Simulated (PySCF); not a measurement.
**C4H5NOSi: density, localisation and related maps**

| atom | x (Å) | y (Å) | z (Å) |
| --- | --- | --- | --- |
| C | -1.4294 | -0.3728 | 1.6351 |
| C | -0.5732 | 0.0979 | 0.7224 |
| C | -0.2193 | 1.4655 | 0.6730 |
| N | 0.0680 | 2.5750 | 0.6341 |
| C | 0.0495 | -0.8169 | -0.2946 |
| O | -0.2280 | -1.9961 | -0.2912 |
| Si | 1.2786 | -0.0709 | -1.5767 |
| H | -1.8935 | 0.2542 | 2.3779 |
| H | -1.6725 | -1.4238 | 1.6367 |
| H | 0.5351 | 0.9450 | -2.3186 |
| H | 2.3708 | 0.5198 | -0.8064 |
| H | 1.7151 | -1.1775 | -2.4177 |

Geometry: GFN2-xTB.

All numbers below come from PBE0/pcSseg-1, SCF density, gas phase, non-relativistic (PySCF 2.14.0).

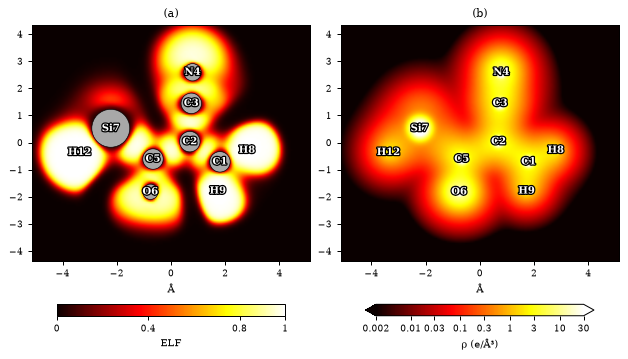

Figure 1. (a) electron localisation function; (b) electron density on the plane of atoms C2, C5 and Si7. Grey discs cover the atomic cores in the ELF map.

**What does the map show?**

The plane passes through C, N, O, Si and H nuclei. C–N (1.15 Å): the density is about 3.5 e/Å³ at the midpoint; the ELF peaks at about 0.85 between the atoms: a multiple bond. C–O (1.21 Å): ρ is about 3.3 e/Å³ halfway; the ELF peaks at about 0.85 between the atoms (a multiple bond). C–C (1.34 Å): the density is about 2.3 e/Å³ at the midpoint; the ELF peaks at about 0.95 between the atoms; a multiple bond. C–Si (1.93 Å): ρ at the midpoint is about 0.91 e/Å³; the ELF peaks at about 1 between the atoms; a shared electron pair. C–H (1.08 Å): ρ is about 2.1 e/Å³ halfway; the ELF climbs to about 1 towards the hydrogen, as it does in any bond to H (an ordinary covalent bond to hydrogen). The ELF also peaks beside O6 and N4, away from the bonds: lone-pair regions.

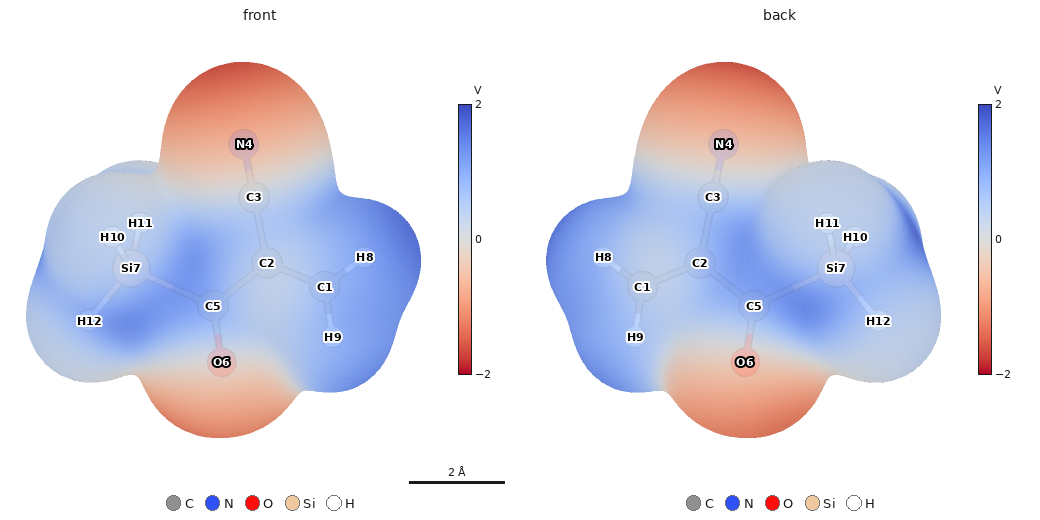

Figure 2. The molecular electrostatic potential painted on the density surface at 0.002 e/bohr³, seen from the front and from behind; red is negative and blue positive.

**Describe the electrostatic potential map.**

The most negative region (about −1.6 V, or −37 kcal/mol for a unit charge) lies over N4, the most positive (about +1.6 V, or +37 kcal/mol for a unit charge) over Si7 and H8. N4 is the likeliest acceptor of a hydrogen bond.
